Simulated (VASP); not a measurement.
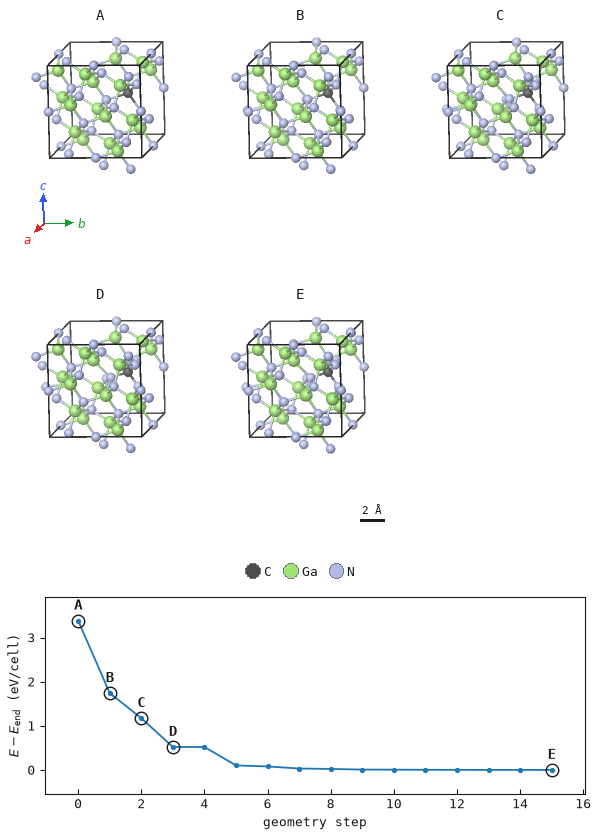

Frames of a relaxation of a defect cell of composition Ga$_{23}$CN$_{24}$, marked on the history of the run. Style: ball-and-stick. Shown: the cell of the calculation (origin shifted), slightly off an axis.

The run lets the atoms move in a fixed cell.

Theory: VASP 6.6.1, Kohn-Sham DFT of a periodic cell, PBE, VASP PAW PBE potentials, recommended.

Input file:
```
SYSTEM = Ga23CN24
ALGO     = Normal         ! electronic algorithm
EDIFF    = 1E-6           ! SCF threshold, eV
EDIFFG   = -0.025         ! ionic threshold
ENCUT    = 450            ! plane-wave cutoff, eV
GGA      = PE             ! functional
IBRION   = 2              ! ionic algorithm
ICORELEVEL= 1            
ISIF     = 2              ! what is computed and relaxed
ISMEAR   = 0              ! smearing method
LASPH    = .True.         ! aspherical terms in the spheres
LCHARG   = .False.        ! write CHGCAR
LREAL    = Auto         
LUSENCCL = .False.      
LWAVE    = .False.        ! write WAVECAR
NELECT   = 422.0        
NELM     = 80             ! most SCF steps
NSW      = 70             ! ionic steps
PREC     = Normal         ! precision mode
SIGMA    = 0.01           ! smearing width, eV
```

Run as
```bash
cat potpaw_PBE.64/C/POTCAR potpaw_PBE.64/Ga_d/POTCAR potpaw_PBE.64/N/POTCAR > POTCAR
mpirun -np 1 vasp_std > vasp.out
```

Question: What happens along the run?

Answer: The largest moves, 0.39 Å, are those of N atoms. Largest moves by element: N 0.39 Å, Ga 0.08 Å. C stays in place. The cell stays as it was. Near-neighbour distances that change, for instance: C–N 1.967 → 1.576 Å, C–N 1.975 → 1.608 Å, Ga–N 1.967 → 2.100 Å, Ga–N 1.967 → 2.076 Å. Among the angles between lasting bonds that change: Ga–N–Ga 109.2° → 99.1°, Ga–N–Ga 109.7° → 100.5°, Ga–N–Ga 109.2° → 100.3°. Over 15 geometry steps the energy falls by 3.382 eV per cell of the calculation. Largest force component: 2.9 eV/Å at the start, 0.015 eV/Å at the end. From step 0 to 1: N atoms move most (0.15 Å), energy −1.642 eV per cell of the calculation. From step 1 to 2: N atoms move most (0.15 Å), energy −0.568 eV per cell of the calculation. From step 2 to 3: N atoms move most (0.12 Å), energy −0.652 eV per cell of the calculation. From step 3 to 15: Ga atoms move most (0.07 Å), energy −0.521 eV per cell of the calculation.

```csv
step,"E − E(0), meV/atom","largest force component, eV/Å"
0,0.00,2.9022
1,-34.21,2.1780
2,-46.05,1.5126
3,-59.62,1.1256
4,-59.64,1.0987
5,-68.34,0.3410
6,-68.82,0.2982
7,-69.80,0.1668
8,-69.99,0.1916
9,-70.30,0.0825
10,-70.34,0.0828
11,-70.41,0.0401
12,-70.42,0.0502
13,-70.46,0.0286
14,-70.46,0.0281
15,-70.47,0.0155
```

Limits of the set-up: the periodic images lie only 8.3 Å apart, so the values are limited by the cell's size.
